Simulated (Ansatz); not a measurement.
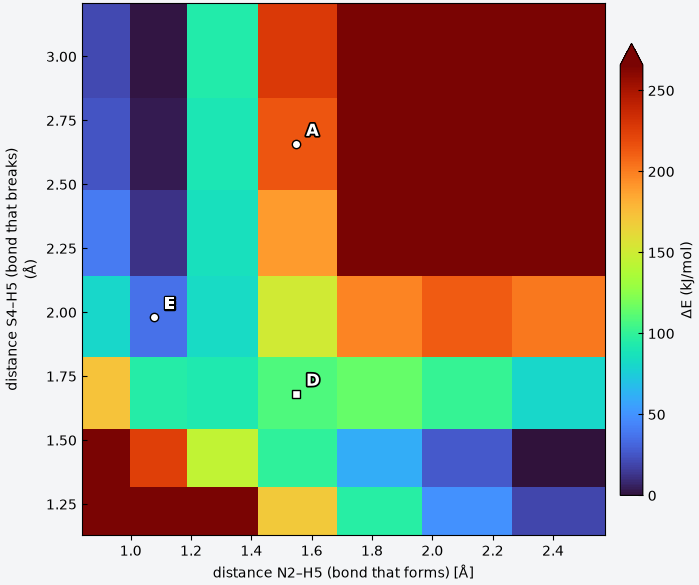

The reacting system CH6GaNS. Coordinates scanned: (1) distance N2–H5 (bond that forms); (2) distance S4–H5 (bond that breaks). Relaxed at each point: all other coordinates. The grid has 7 × 7 points. Points are written as (first, second). All energies are given in kJ/mol relative to the lowest grid point. Energies and slopes of some neighbouring points disagree (a jump in structure or state, or too coarse a mesh). The reference is spin-restricted, so regions where a bond is pulled apart into radicals lie too high. Theory: Ansatz 0.2.0, RKS BHLYP-D4/def2-SVP.

In the figure: one coloured cell a grid point, one colour for all values above the top of the scale, lettered points.

Question: Is E the lowest point of the computed grid?

Answer: No. E lies 36 kJ/mol above the lowest grid point, which is at (2.418 Å, 1.416 Å).

Question: Rank the lettered points by energy, lowest first.

Answer: E (36 kJ/mol), D (109 kJ/mol), A (215 kJ/mol).
